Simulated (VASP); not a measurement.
Band structure of V (bcc). All values below come from AM05 GGA, VASP's PBE PAW potentials (set 64) (plane waves; VASP).

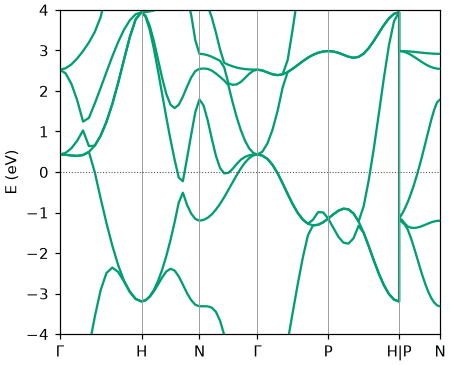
Fig. 1. Bands along high-symmetry lines, zero at the valence-band maximum or, without a gap, the Fermi level

Task: Read the plot: is there a gap, and where are the band edges?

Result: It has no gap at this level: it comes out as a metal or semimetal. (Edges off the drawn lines would not show.)

The compound is V in the bcc structure. It was relaxed first, which changed the volume by -7 %. The run is not spin-polarised, so no magnetic state was tried.
